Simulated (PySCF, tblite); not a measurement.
# CH₂ClO radical, a cluster model of a defect (C site with back bonds O, Cl, [H]): EPR parameters

What EPR parameters should one expect for `O[CH]Cl`? It is drawn as: dangling bond.

Computed with tblite 0.8.0 and PySCF 2.14.0; each step states its level. No surroundings beyond the atoms listed, unless a continuum is named. Atoms count from 0, parts from 1.

### Step 1. The system as given

5 atoms, charge 0, multiplicity 2; geometry: distance geometry start.

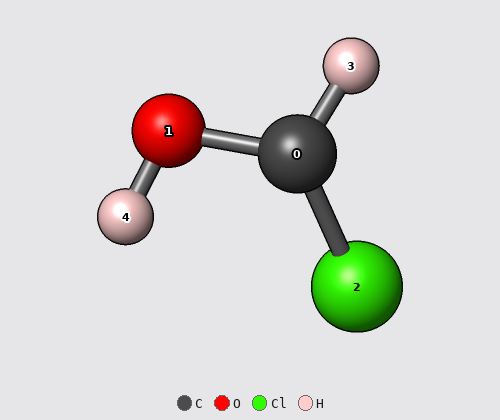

The starting geometry (carbon dark grey, oxygen red, chlorine green, hydrogen pink), atoms numbered.

### Step 2. Geometry optimisation with GFN2-xTB

Job settings and geometry (Å):

```
{"job": {"kind": "relax", "xc": "GFN2-xTB", "basis": "xTB"}, "charge": 0, "multiplicity": 2}
C     -0.366164    -0.248278     0.308937
O      0.945405    -0.425904    -0.141666
Cl    -1.030659     1.335337    -0.092029
H     -0.987185    -1.072677    -0.110145
H      1.430680     0.442021     0.054563
```

Method: GFN2-xTB geometry optimisation, gas phase.

Command:

```sh
OMP_NUM_THREADS=1 python cluster_run.py task.json out
```

The driver reads the jobs from task.json and runs them one after another.

The log of the run:

```text
step      E/eV     max force
  0    -318.08723    2.401
  1    -318.21998    1.018
  2    -318.24367    0.643
  3    -318.25636    0.381
  4    -318.26437    0.302
  5    -318.26749    0.217
  6    -318.26911    0.072
  7    -318.26929    0.037
  8    -318.26934    0.029
  9    -318.26938    0.026
 10    -318.26941    0.017
 11    -318.26942    0.012
 12    -318.26943    0.013
 13    -318.26944    0.016
 14    -318.26946    0.016
 15    -318.26946    0.008
```

Wall time 0.09 s (1 thread of Arm Neoverse N1, shared host).

Relaxation path:

| step | energy from step 0 (eV) | largest force (eV/Å) |
| --- | --- | --- |
| 0 | 0.0000 | 2.4012 |
| 1 | -0.1328 | 1.0180 |
| 2 | -0.1564 | 0.6430 |
| 3 | -0.1691 | 0.3810 |
| 4 | -0.1771 | 0.3021 |
| 5 | -0.1803 | 0.2171 |
| 6 | -0.1819 | 0.0716 |
| 7 | -0.1821 | 0.0367 |
| 8 | -0.1821 | 0.0292 |
| 9 | -0.1822 | 0.0263 |
| 10 | -0.1822 | 0.0171 |
| 11 | -0.1822 | 0.0111 |
| 12 | -0.1822 | 0.0128 |
| 13 | -0.1822 | 0.0162 |
| 14 | -0.1822 | 0.0156 |
| 15 | -0.1822 | 0.0071 |

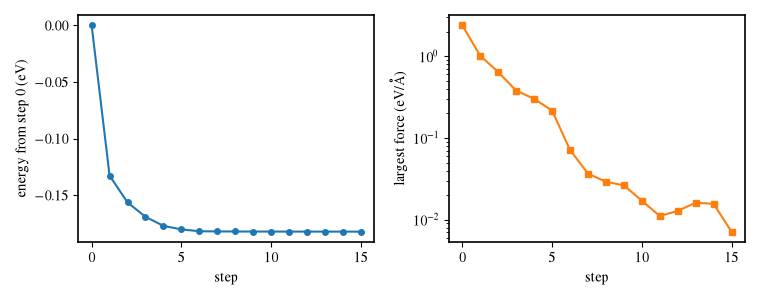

Energy and force, step by step.

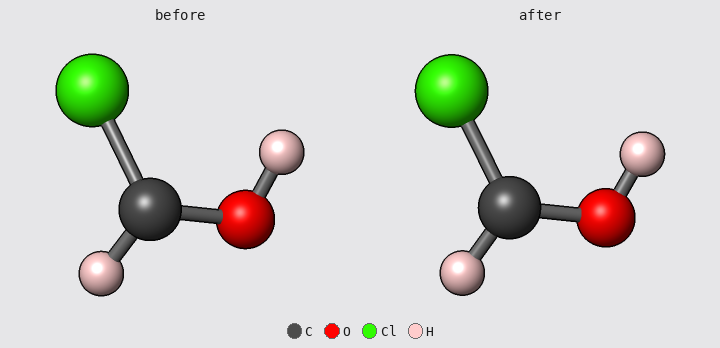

The geometry before (left) and after (right).

Distances of close pairs at the start and the end, largest changes first:

| bond | before (Å) | after (Å) | change (Å) |
| --- | --- | --- | --- |
| O1–H4 | 1.014 | 0.966 | -0.047 |
| C0–O1 | 1.398 | 1.352 | -0.046 |
| C0–Cl2 | 1.764 | 1.719 | -0.045 |
| C0–H3 | 1.114 | 1.078 | -0.036 |

### Step 3. Geometry optimisation at PBE0-D3(BJ)/def2-SVP

Job settings and geometry (Å):

```
{"job": {"xc": "PBE0", "basis": "def2-SVP", "d3": "d3bj", "grid": 2, "kind": "geom", "shake": 0.01}, "charge": 0, "multiplicity": 2}
C     -0.340918    -0.261540     0.203545
O      0.940226    -0.417864    -0.100335
Cl    -1.063991     1.316296    -0.075676
H     -0.946090    -1.073146    -0.079453
H      1.435722     0.399430     0.031214
```

The log of the run:

```text
step   0  E = -574.15962668  max force = 0.031889
step   1  E = -574.15297200  max force = 0.042407
step   2  E = -574.15893312  max force = 0.025118
step   3  E = -574.16127980  max force = 0.005505
step   4  E = -574.16154140  max force = 0.001783
step   5  E = -574.16156260  max force = 0.000412
step   6  E = -574.16156503  max force = 0.000212
optimisation converged
```

Wall time 20 s (1 thread of Arm Neoverse N1, shared host); peak memory 0.32 GiB.

The steps of the relaxation: (the energy doesn't fall at every step)

| step | energy from step 0 (eV) | largest force component (eV/Å) |
| --- | --- | --- |
| 0 | 0.0000 | 1.6398 |
| 1 | 0.1811 | 2.1807 |
| 2 | 0.0189 | 1.2916 |
| 3 | -0.0450 | 0.2831 |
| 4 | -0.0521 | 0.0917 |
| 5 | -0.0527 | 0.0212 |
| 6 | -0.0527 | 0.0109 |

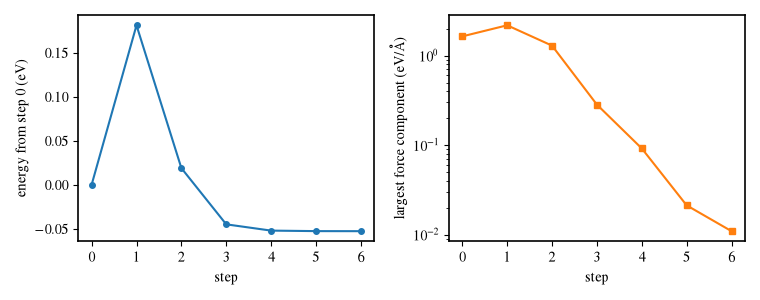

Energy and force, step by step.

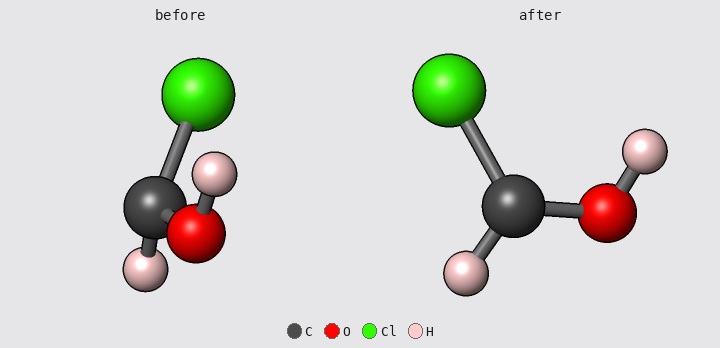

The geometry before (left) and after (right).

Distances of close pairs at the start and the end, largest changes first:

| bond | before (Å) | after (Å) | change (Å) |
| --- | --- | --- | --- |
| C0–H3 | 1.051 | 1.094 | +0.043 |
| C0–Cl2 | 1.758 | 1.744 | -0.014 |
| C0–O1 | 1.326 | 1.338 | +0.012 |
| O1–H4 | 0.965 | 0.967 | +0.002 |

The end geometry stands in the next job.

| at the end point | value |
| --- | --- |
| point group (found at 0.08 Å tolerance) | C1 |
| rotational constants (GHz, main isotopes) | 53.394, 5.909, 5.382 |
| dipole moment (D) | 0.83 |
| ⟨S²⟩ | 0.753 |

### Step 4. g tensor and hyperfine couplings: B3LYP/IGLO-III+pcH-1

Job settings and geometry (Å):

```
{"job": {"kind": "epr"}, "charge": 0, "multiplicity": 2}
C      0.189821    -0.336579     0.256740
O     -0.025153    -0.052363    -1.033344
Cl    -0.296823     0.853784     1.435289
H     -0.063481    -1.365517     0.528708
H      0.223035     0.866241    -1.203493
```

Level: UKS B3LYP, IGLO-III on C Cl O, pcH-1 on H, non-relativistic, mean-field spin-orbit, GIAO.

The log of the run:

```text
UKS, coarse grid
  cycle   1  E = -574.68191036  |g| = 4.39e-01
  cycle   2  E = -574.55741144  |g| = 7.33e-01
  cycle   3  E = -574.74362290  |g| = 7.02e-02
  cycle   4  E = -574.74554670  |g| = 2.97e-02
  cycle   5  E = -574.74588623  |g| = 8.36e-03
  cycle   6  E = -574.74591596  |g| = 4.45e-03
  cycle   7  E = -574.74592686  |g| = 6.84e-04
  cycle   8  E = -574.74592723  |g| = 2.54e-04
UKS, final grid
  cycle   1  E = -574.74591220  |g| = 2.39e-04
  cycle   2  E = -574.74591218  |g| = 3.51e-04
  cycle   3  E = -574.74591222  |g| = 5.44e-05
  cycle   4  E = -574.74591222  |g| = 1.57e-05
E = -574.74591222 Eh   <S^2> = 0.7534 (exact 0.7500)
g shifts (ppm)      1          2          3
  rmc          -217       -217       -217
  gc              4         31         36
  oz_so        -570       2618       6507
  total        -783       2431       6326
hyperfine (MHz)  atom isotope    a_iso     a_fc   dipolar eigenvalues
    0   13C     312.11     311.76    -71.74    -69.86    141.60
    1   17O     -12.30     -12.19    -55.91     27.15     28.76
    2  35Cl      24.06      24.17    -28.05    -19.81     47.86
    3    1H      -2.95      -3.03    -30.28     -5.45     35.73
    4    1H       9.17       9.08    -12.33     -9.48     21.81
```

It took 13 s on 1 thread of Arm Neoverse N1, shared host; peak memory 0.38 GiB.

Principal g values 2.00154, 2.00475, 2.00865; g(iso) = 2.00498, against 2.00232 for a free electron.

Hyperfine couplings, nucleus by nucleus at this fixed geometry (no averaging over rotations):

| nuclei | isotope | a(iso) (MHz) | a(iso) (G, at g = 2.0023) | largest dipolar term (MHz) |
| --- | --- | --- | --- | --- |
| C0 | 13C | 312.1 | 111.4 | 141.6 |
| Cl2 | 35Cl | 24.1 | 8.6 | 47.9 |
| O1 | 17O | -12.3 | -4.4 | -55.9 |
| H4 | 1H | 9.2 | 3.3 | 21.8 |
| H3 | 1H | -2.9 | -1.1 | 35.7 |

Mulliken spin populations:

| atom | value (e) |
| --- | --- |
| C0 | 0.85 |
| O1 | 0.09 |
| Cl2 | 0.09 |
| H3 | -0.02 |
| H4 | 0.00 |

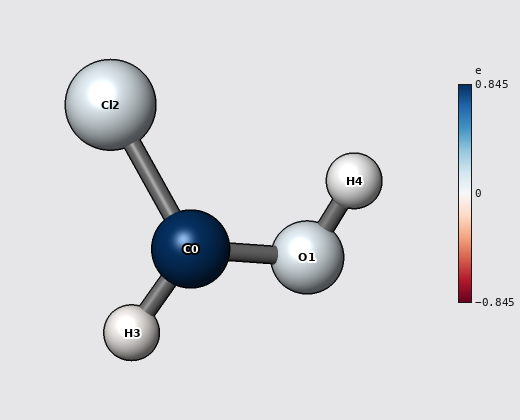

Mulliken spin populations, as colours on the atoms.

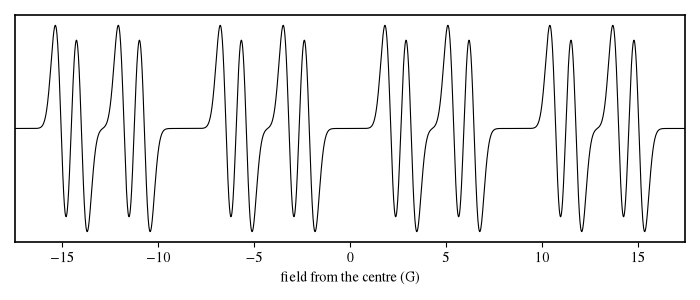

First-order isotropic spectrum (first derivative, main isotopes with spin only, couplings over 0.8 MHz, Gaussian width 0.3 G; couplings of the frozen geometry, rotation of groups not averaged beyond the rows shown).

### Step 5. EPR parameters: BHandHLYP/IGLO-III+pcH-1

The job, as its differences from that of step 4:

```diff
@@ -1,2 +1,2 @@
-{"job": {"kind": "epr"}, "charge": 0, "multiplicity": 2}
+{"job": {"kind": "epr", "xc": "BHandHLYP"}, "charge": 0, "multiplicity": 2}
 C      0.189821    -0.336579     0.256740
```

Method: UKS BHandHLYP, IGLO-III on C Cl O, pcH-1 on H, non-relativistic, mean-field spin-orbit, GIAO.

The log of the run:

```text
UKS, coarse grid
  cycle   1  E = -574.60100332  |g| = 3.95e-01
  cycle   2  E = -574.59264413  |g| = 4.46e-01
  cycle   3  E = -574.66205018  |g| = 3.95e-02
  cycle   4  E = -574.66287526  |g| = 1.67e-02
  cycle   5  E = -574.66304401  |g| = 7.73e-03
  cycle   6  E = -574.66309211  |g| = 2.30e-03
  cycle   7  E = -574.66310023  |g| = 1.03e-03
  cycle   8  E = -574.66310184  |g| = 2.94e-04
UKS, final grid
  cycle   1  E = -574.66309096  |g| = 1.56e-04
  cycle   2  E = -574.66309100  |g| = 9.15e-05
  cycle   3  E = -574.66309101  |g| = 5.71e-05
  cycle   4  E = -574.66309101  |g| = 2.36e-05
E = -574.66309101 Eh   <S^2> = 0.7556 (exact 0.7500)
g shifts (ppm)      1          2          3
  rmc          -217       -217       -217
  gc              4         32         36
  oz_so        -631       2295       6058
  total        -845       2109       5876
hyperfine (MHz)  atom isotope    a_iso     a_fc   dipolar eigenvalues
    0   13C     351.83     351.51    -74.99    -72.37    147.36
    1   17O     -20.01     -19.91    -53.96     25.76     28.20
    2  35Cl      25.57      25.69    -28.49    -17.24     45.72
    3    1H     -12.72     -12.80    -32.10     -5.79     37.89
    4    1H       6.77       6.69    -12.37     -9.71     22.09
```

It took 14 s on 1 thread of Arm Neoverse N1, shared host; peak memory 0.39 GiB.

In short: g(iso) 2.00470.

### Step 6. Comparing the runs: EPR parameters

g, ⟨S²⟩ and isotropic hyperfine couplings (MHz), with basis size and wall time:

| run | g(iso) | ⟨S²⟩ | 13C C0 | 35Cl Cl2 | 17O O1 | 1H H4 | 1H H3 | functions | time |
| --- | --- | --- | --- | --- | --- | --- | --- | --- | --- |
| B3LYP/IGLO-III+pcH-1 | 2.00498 | 0.753 | 312.1 | 24.1 | -12.3 | 9.2 | -2.9 | 134 | 13 s |
| BHandHLYP/IGLO-III+pcH-1 | 2.00470 | 0.756 | 351.8 | 25.6 | -20.0 | 6.8 | -12.7 | 134 | 14 s |

### Step 7. Summary of results

| quantity | value |
| --- | --- |
| point group | C1 |
| rotational constants (main isotopes) | 53.39, 5.91, 5.38 GHz |
| g(iso) (B3LYP) | 2.00498 |
| ⟨S²⟩ | 0.753 (exact 0.75) |
| largest a(iso) | 13C on C0, 312.1 MHz |

**Reading.** Over 6 steps the energy fell by 0.053 eV; of the close pairs, C0–H3 changed most, 1.051 to 1.094 Å (PBE0/def2-SVP). C0 carries the largest spin population, 0.85 e. The isotropic g lies 2.7 ppt above the free-electron value. The coupling of 13C on C0 runs from 312.1 (B3LYP/IGLO-III+pcH-1) to 351.8 MHz (BHandHLYP/IGLO-III+pcH-1).
